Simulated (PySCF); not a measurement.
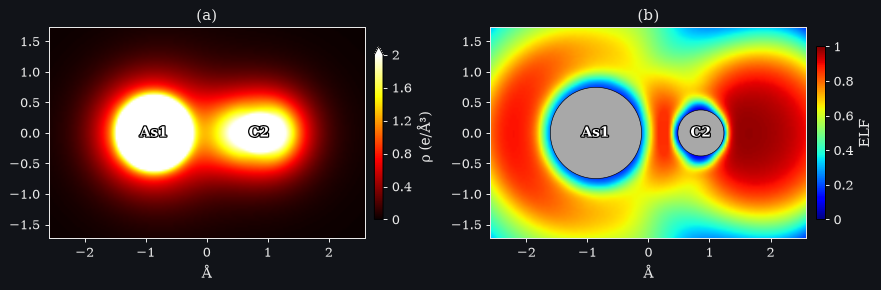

*AsC (charge −1). (a) electron density; (b) electron localisation function on a plane that holds the molecular axis. Grey discs cover the atomic cores in the ELF map.*

Level of theory: PySCF 2.14.0, PBE0/aug-pcseg-1, non-relativistic, at a bond length of 1.719 Å.

> What do the fields say about this system?

- Atoms in the plane: As and C.
- C–As (1.72 Å): the density is about 1.3 e/Å³ at the midpoint; the ELF peaks at about 0.85 between the atoms; localised, covalent bonding.
- The ELF also peaks beside As1 and C2, away from the bonds: lone-pair regions.
